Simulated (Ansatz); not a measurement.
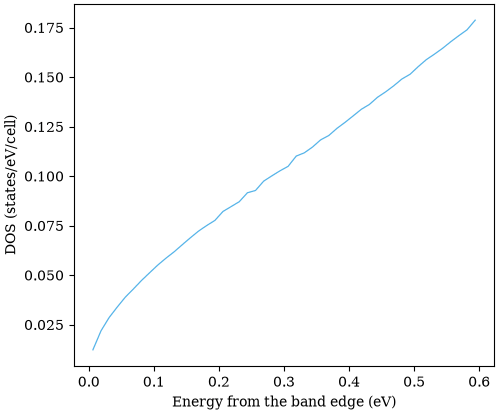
Figure: Density of states of MgS (Fm-3m) above the conduction band minimum, r2SCAN with spin-orbit coupling, rigid bands (Ansatz, an electronic-structure program); cell volume 35.2 Å³.

Question: What effective density of states at 300 K does this give (∫ g(E) exp(−E/k_BT) dE, both spins, divided by the cell's size)?

Answer: 1.7e19 cm⁻³, a density-of-states mass of 0.77 mₑ, valleys and band degeneracy included.

Geometry: cell and atoms relaxed with r2SCAN.
